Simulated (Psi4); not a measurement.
**CH5BO2 (SMILES COBO): B3LYP/6-31G(d) (Cartesian functions)**

Aim: the energy change on altering one bond length of CH5BO2 at B3LYP/6-31G* (Cartesian functions), from 2 runs. 

Program for the calculation: Psi4 1.11.

1 further run of the same task is left out (set aside as unsound or not needed). Runs told in other sessions of the task aren't counted.

### 1 Starting point

CH5BO2 has 9 atoms, charge 0, and is taken as a singlet. As SMILES, `COBO`. Geometry: relaxed at PBE0-D4/def2-TZVP. This is one conformer, not always the lowest.

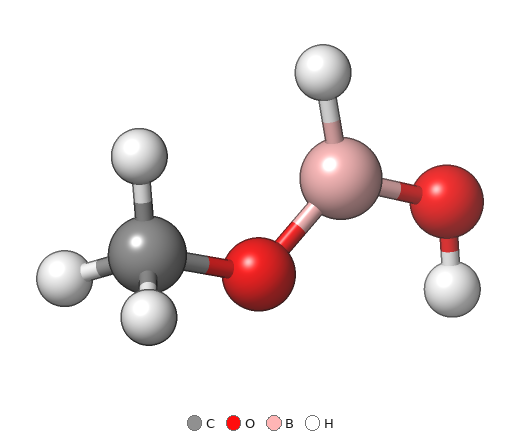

Viewed from a chosen angle; carbon grey, oxygen red, boron pink, hydrogen white.

### 2 Energy and gradient at B3LYP/6-31G(d) (Cartesian functions)

Input file ch5bo2.xyz:

```xyz
9
CH5BO2
C      0.281800     0.801900    -1.057400
O     -0.113500     0.454800     0.251000
B     -0.134900    -0.834100     0.671600
O     -0.524600    -1.118500     1.938500
H      0.568100    -0.079800    -1.637600
H      1.131400     1.486400    -1.006200
H     -0.544800     1.307500    -1.561700
H      0.183900    -1.738400    -0.047600
H     -0.758900    -0.326300     2.432200
```

Input file job.py:

```python
import psi4

psi4.set_memory('2200 MB')
psi4.set_num_threads(1)
psi4.core.set_output_file('psi4.out', False)

with open('ch5bo2.xyz') as f:
    atoms = ''.join(f.readlines()[2:])
geom = psi4.geometry('0 1\n' + atoms + 'symmetry c1\nno_reorient\nno_com')

psi4.set_options({
    'reference': 'rks',
    'puream': False,
    'e_convergence': 1e-09,
    'd_convergence': 1e-08,
    'scf_type': 'pk',
    'dft_radial_points': 99,
    'dft_spherical_points': 590,
})

result, w = psi4.gradient("b3lyp/6-31G*", return_wfn=True)
print('gradient / Eh bohr^-1')
print(result.np.round(6))
print(f'energy = {w.energy():.10f} Eh')
```

Launch:

```
$ python job.py
```

psi4.out:

```text
[...]
  Running in c1 symmetry.
[...]
  Nuclear repulsion =  115.438950461155656
[...]
  Multiplicity = 1
[...]
  Nalpha       = 16
  Nbeta        = 16
[...]
    Number of basis functions: 70
[...]
   @RKS iter   1:  -216.24558967782934   -4.09490e-01   1.12600e-02 ADIIS/DIIS
[...]
   @RKS iter  11:  -216.49935890757493   -3.69482e-13   1.93302e-09 DIIS
[...]
    Orbital Energies [Eh]
    ---------------------
    Doubly Occupied:
       1A    -19.160314     2A    -19.154288     3A    -10.237217
       4A     -6.778813     5A     -1.042338     6A     -1.008549
       7A     -0.699305     8A     -0.556260     9A     -0.516009
      10A     -0.469256    11A     -0.460294    12A     -0.379311
      13A     -0.361577    14A     -0.358724    15A     -0.316692
      16A     -0.295112
[...]
  @RKS Final Energy:  -216.49935890757493
   => Energetics <=
    Nuclear Repulsion Energy =            115.4389504611556561
    One-Electron Energy =                -523.6575424607665354
    Two-Electron Energy =                 214.8645794270993576
    DFT Exchange-Correlation Energy =     -23.1453463350633690
    Empirical Dispersion Energy =           0.0000000000000000
    VV10 Nonlocal Energy =                  0.0000000000000000
    Total Energy =                       -216.4993589075749298
[...]
 Multipole Moments:
 ------------------------------------------------------------------------------------
     Multipole            Electronic (a.u.)      Nuclear  (a.u.)        Total (a.u.)
 ------------------------------------------------------------------------------------
 L = 1.  Multiply by 2.5417464519 to convert [e a0] to [Debye]
 Dipole X            :          6.6825761           -6.6306710            0.0519051
 Dipole Y            :          8.2336092           -7.5953762            0.6382330
 Dipole Z            :        -24.3556688           24.0159624           -0.3397064
 Magnitude           :                                                    0.7248696
[...]
  -Total Gradient:
     Atom            X                  Y                   Z
    ------   -----------------  -----------------  -----------------
       1       -0.001195404307    -0.000935677608     0.003786105218
       2        0.001586688896    -0.002561449987    -0.003922535032
       3       -0.000978390720     0.002480482418     0.001995834095
       4       -0.000530362977     0.009476740494    -0.000942406947
       5       -0.000593857649     0.001067255658     0.001501496982
       6       -0.001746411525    -0.001547691757     0.000256130559
       7        0.001509155332    -0.001208169095     0.001309033126
       8        0.000359028917     0.000092291268    -0.001052594928
       9        0.001587735929    -0.006860480200    -0.002925959562
[...]
```

Standard output:

```text
gradient / Eh bohr^-1
[[-1.195e-03 -9.360e-04  3.786e-03]
 [ 1.587e-03 -2.561e-03 -3.923e-03]
 [-9.780e-04  2.480e-03  1.996e-03]
 [-5.300e-04  9.477e-03 -9.420e-04]
 [-5.940e-04  1.067e-03  1.501e-03]
 [-1.746e-03 -1.548e-03  2.560e-04]
 [ 1.509e-03 -1.208e-03  1.309e-03]
 [ 3.590e-04  9.200e-05 -1.053e-03]
 [ 1.588e-03 -6.860e-03 -2.926e-03]]
energy = -216.4993589076 Eh
```

Wall time 16 s (1 thread of AMD EPYC 7R43 (Zen 3), shared host); peak memory 1.1 GiB.

### 3 The distorted shape

Input file input.dat:

```
memory 2200 mb

molecule {
  0 1
  C      0.405793     0.726058    -0.981753
  O      0.010493     0.378958     0.326647
  B     -0.010907    -0.909942     0.747247
  O     -0.400607    -1.194342     2.014147
  H      0.692093    -0.155642    -1.561953
  H      1.255393     1.410558    -0.930553
  H     -0.544800     1.307500    -1.561700
  H      0.307893    -1.814242     0.028047
  H     -0.634907    -0.402142     2.507847
  units angstrom
  symmetry c1
}

set {
  puream false
  e_convergence 1e-09
  d_convergence 1e-08
  scf_type pk
  dft_radial_points 99
  dft_spherical_points 590
}

E, wfn = gradient('b3lyp/6-31G*', return_wfn=True)
print_variables()
```

Launch:

```
$ psi4 -i input.dat -o output.dat -n 1
```

output.dat:

```text
[...]
  Running in c1 symmetry.
[...]
  Nuclear repulsion =  114.831905604449460
[...]
  Multiplicity = 1
[...]
  Nalpha       = 16
  Nbeta        = 16
[...]
    Number of basis functions: 70
[...]
   @RKS iter   1:  -216.23533311820356   -4.53681e-01   1.12122e-02 DIIS/ADIIS
[...]
   @RKS iter  11:  -216.48787834343568   -5.68434e-14   2.66283e-09 DIIS
[...]
    Orbital Energies [Eh]
    ---------------------
    Doubly Occupied:
       1A    -19.163790     2A    -19.156043     3A    -10.253045
       4A     -6.781064     5A     -1.044686     6A     -1.010396
       7A     -0.690564     8A     -0.557728     9A     -0.517729
      10A     -0.469422    11A     -0.446364    12A     -0.378763
      13A     -0.360563    14A     -0.359607    15A     -0.318214
      16A     -0.293891
[...]
  @RKS Final Energy:  -216.48787834343568
   => Energetics <=
    Nuclear Repulsion Energy =            114.8319056044494602
    One-Electron Energy =                -522.4347622835934999
    Two-Electron Energy =                 214.2172677553513722
    DFT Exchange-Correlation Energy =     -23.1022894196429966
    Empirical Dispersion Energy =           0.0000000000000000
    VV10 Nonlocal Energy =                  0.0000000000000000
    Total Energy =                       -216.4878783434356819
[...]
 Multipole Moments:
 ------------------------------------------------------------------------------------
     Multipole            Electronic (a.u.)      Nuclear  (a.u.)        Total (a.u.)
 ------------------------------------------------------------------------------------
 L = 1.  Multiply by 2.5417464519 to convert [e a0] to [Debye]
 Dipole X            :         -0.9504106            1.0422698            0.0918592
 Dipole Y            :         -1.4652068            2.0610278            0.5958210
 Dipole Z            :          3.8522352           -4.1421065           -0.2898713
 Magnitude           :                                                    0.6689291
[...]
  -Total Gradient:
     Atom            X                  Y                   Z
    ------   -----------------  -----------------  -----------------
       1        0.045427392210    -0.027405088441     0.027108853530
       2        0.000694511449    -0.005634212413     0.001026233481
       3       -0.000508174568     0.004056069861     0.001770924836
       4       -0.000829310283     0.009144022619    -0.000455766619
       5        0.002071740960    -0.000013023066     0.002444125547
       6        0.001186678213    -0.003131751823     0.001120201400
       7       -0.050071072665     0.029880538299    -0.028911518435
       8        0.000367211824    -0.000023125251    -0.001069691377
       9        0.001664098627    -0.006870865672    -0.003026828056
[...]
```

It took 16 s on 1 thread of AMD EPYC 7R43 (Zen 3), shared host; peak memory 1.1 GiB.

### 4 Results

At B3LYP/6-31G* (Cartesian functions):

```
                                                         quantity          value
                                        first shape: total energy  -216.49936 Eh
                                       first shape: dipole moment         1.84 D
                                         first shape: HOMO energy       -8.03 eV
                                         first shape: LUMO energy        1.49 eV
                                       first shape: HOMO–LUMO gap        9.52 eV
                            first shape: largest force on an atom     0.490 eV/Å
                                    distorted shape: total energy  -216.48788 Eh
                                   distorted shape: dipole moment         1.70 D
                                     distorted shape: HOMO energy       -8.00 eV
                                     distorted shape: LUMO energy        1.42 eV
                                   distorted shape: HOMO–LUMO gap        9.42 eV
                        distorted shape: largest force on an atom     3.347 eV/Å
energy change with the C1–H7 bond stretched from 1.092 to 1.256 Å       0.312 eV
```

With the C1–H7 bond stretched from 1.092 to 1.256 Å the energy rises by 0.31 eV (30.1 kJ/mol). The first shape isn't relaxed at this level, so the change isn't measured from a minimum. The largest force (first shape) is 0.49 eV/Å: the shape isn't a stationary point for this species at this level.
